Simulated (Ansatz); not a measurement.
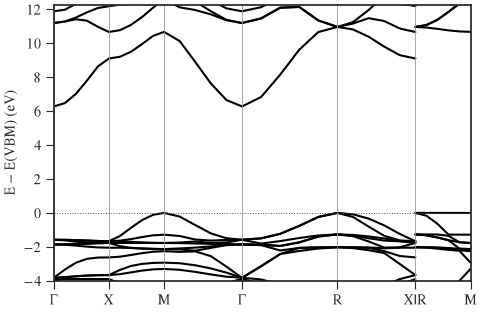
Figure: Band structure from DFT-HSE06 in the program Ansatz with PAW potentials

**Question.** Read off the gap and where the band edges lie.

**Answer.** About 6.3 eV (6.28 eV among the points solved); maximum at R, minimum at Γ.

The material is KZnF3 (cubic perovskite, Pm-3m).

The cell was relaxed with HSE06 under the symmetry of its start. The hybrid was solved on a coarse mesh, the path and, where they were found, the r²SCAN edge points; its band edges are the extreme levels among these.

Potentials: the later of the program's two PAW sets.
